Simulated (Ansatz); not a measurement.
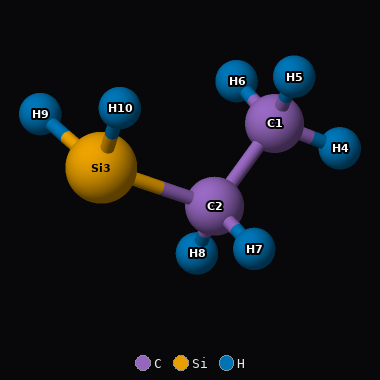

The system is C2H7Si, SMILES CC[SiH2], spin multiplicity 2; the picture shows the reference structure. 
- The first coordinate is: bond length C2–Si3; the second: bond length Si3–H10.
- Nothing is relaxed (all other coordinates rigid).
- Grid: 15 × 15 points.
- All energies are given in kJ/mol relative to the lowest grid point.
- Method: UKS PBE0-D4/def2-TZVP in Ansatz.

Its coordinates:

```xyz
10

C    -0.7954    0.5284   -0.6455
C    -0.1536   -0.7458   -0.0964
Si    1.3138   -0.4052    1.0312
H    -1.6436    0.2955   -1.2962
H    -0.0821    1.1146   -1.2299
H    -1.1631    1.1689    0.1598
H     0.1864   -1.3868   -0.9160
H    -0.8876   -1.3326    0.4649
H     0.9085    0.3942    2.2242
H     2.3997    0.3175    0.3067
```

Range: bond length C2–Si3 from 1.581 to 2.446 Å; bond length Si3–H10 from 1.224 to 2.238 Å.

Predict the map.

The lowest grid point is at bond length C2–Si3 = 1.890 Å, bond length Si3–H10 = 1.513 Å. It is the only kind of minimum in the scanned range. The highest grid point, bond length C2–Si3 = 2.446 Å, bond length Si3–H10 = 2.238 Å, lies 302 kJ/mol above the lowest. Round the minimum the contours are nearly round: the two directions are equally stiff and uncoupled.

```tsv
bond length Si3–H10 ↓, bond length C2–Si3 →	1.581	1.642	1.704	1.766	1.828	1.890	1.952	2.013	2.075	2.137	2.199	2.261	2.323	2.384	2.446
2.238	297	245	211	191	181	179	183	191	203	217	233	250	267	285	302
2.166	276	225	190	170	160	158	162	170	182	197	212	229	247	264	282
2.093	255	203	169	148	138	136	140	149	160	175	191	208	225	243	260
2.021	234	182	147	127	116	114	118	127	139	153	169	186	204	221	239
1.948	212	160	126	105	95	92	96	105	117	131	147	164	182	199	218
1.876	192	140	105	84	74	71	75	84	96	110	126	143	161	179	197
1.803	173	120	85	64	54	51	55	64	76	90	106	123	141	159	177
1.731	155	103	67	46	36	33	37	46	57	72	88	105	123	141	159
1.658	140	87	52	31	20	18	21	30	42	56	72	89	107	125	143
1.586	129	76	41	19	9	6	10	18	30	44	60	78	95	113	132
1.513	124	71	35	13	3	0	4	12	24	38	54	71	89	107	126
1.441	126	73	37	16	5	2	6	14	26	40	56	73	91	109	128
1.369	140	87	50	29	18	15	18	27	38	53	69	86	104	122	141
1.296	169	115	79	57	46	43	47	55	66	81	97	114	132	150	169
1.224	218	164	127	105	94	91	95	103	114	129	145	162	180	198	217
```

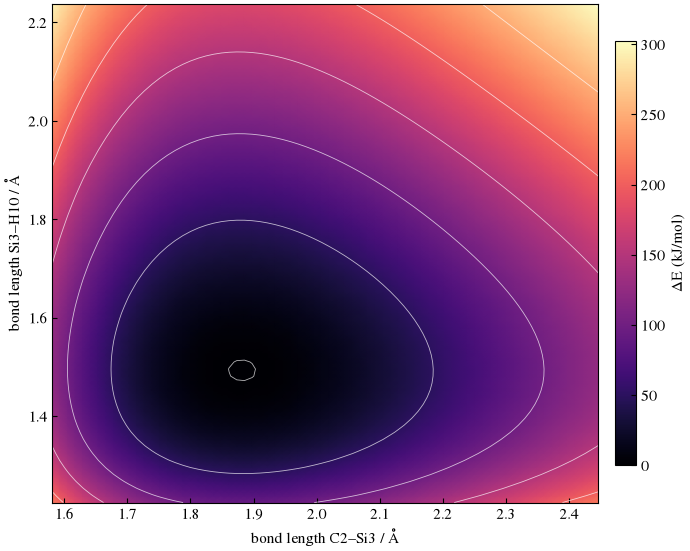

In the figure: a smooth colour map with a few white contour lines. Between grid points the surface is interpolated.

The whole map (225 points run) took 30 min on 1 thread of Arm Neoverse V2 (shared host).
